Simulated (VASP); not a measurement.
Band structure of TiC (rock salt). Level of theory: r2SCAN+rVV10, VASP's PBE PAW potentials (set 64) (plane waves; VASP).

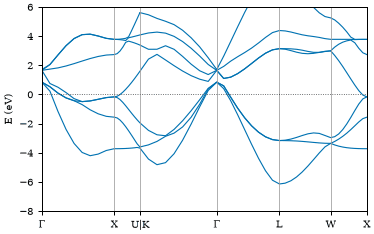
Fig. 1. Bands along high-symmetry lines, zero at the valence-band maximum or, without a gap, the Fermi level

Task: Read the plot: is there a gap, and where are the band edges?

Result: It has no gap at this level: it comes out as a metal or semimetal.

The compound is TiC in the rock salt structure. It was relaxed first.
